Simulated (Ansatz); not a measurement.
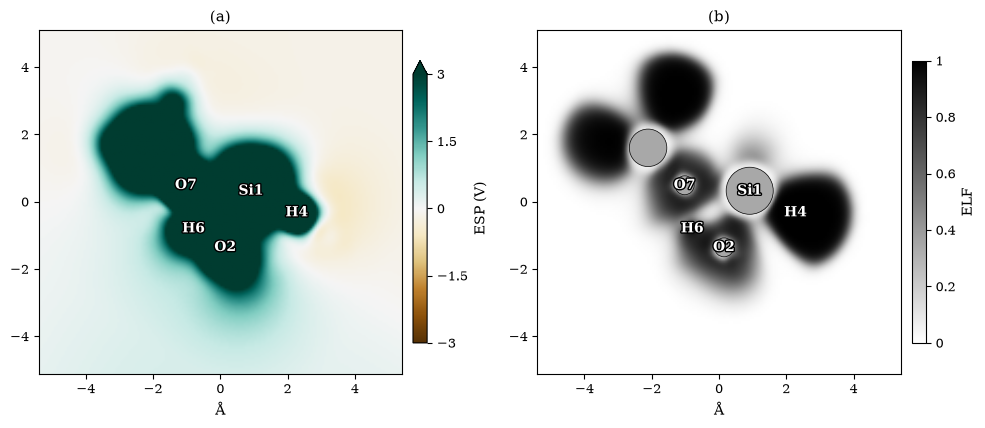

H$_{8}$O$_{2}$Si$_{2}$. (a) electrostatic potential; (b) electron localisation function on the plane of atoms O2, Si1 and H4. Grey discs cover the atomic cores in the ELF map.

A transition-state structure; geometry: PBE0-D4/def2-TZVP.

Level of theory: RKS PBE0-D4/def2-TZVPP (Ansatz 0.2.0).

Input

```
crystal:
  periodic: [false, false, false]
  atoms:
    - {symbol: Si, position_ang: [-1.256226, 0.574279, 0.104124]}
    - {symbol: O, position_ang: [-1.488186, -1.128303, -0.574548]}
    - {symbol: H, position_ang: [-0.903860, 1.724181, -0.769056]}
    - {symbol: H, position_ang: [-2.759453, 0.730790, 0.143434]}
    - {symbol: H, position_ang: [-0.920130, 0.672199, 1.545568]}
    - {symbol: H, position_ang: [-0.393341, -1.097284, -0.713449]}
    - {symbol: O, position_ang: [0.476476, -0.206331, -0.299577]}
    - {symbol: Si, position_ang: [1.979905, -0.048434, 0.326352]}
    - {symbol: H, position_ang: [-2.085860, -1.239676, -1.318810]}
    - {symbol: H, position_ang: [2.090715, 1.265627, 1.013888]}
    - {symbol: H, position_ang: [2.272469, -1.130193, 1.306974]}
    - {symbol: H, position_ang: [2.987592, -0.116956, -0.765098]}
basis:
  gaussian: {orbitals: def2-TZVPP}
hamiltonian: {xc: pbe0, dispersion: d4}
output: {orbitals: {seedname: orbitals}}
```

Launched as:

```sh
ansatz run in.yaml --threads 4 --pin off --events-out ev --progress --plain --max-ram 9574MiB
```

> What does the map show?

- The plane passes through Si, O and H nuclei.
- Si–O (1.85 Å): the ELF peaks at about 0.90 between the atoms (a polar covalent bond).
- Si–H (1.51 Å): the ELF climbs to about 1 towards the hydrogen, as it does in any bond to H.
- Outside the dense part of the molecule the potential is most negative (−0.6 V) near H4.
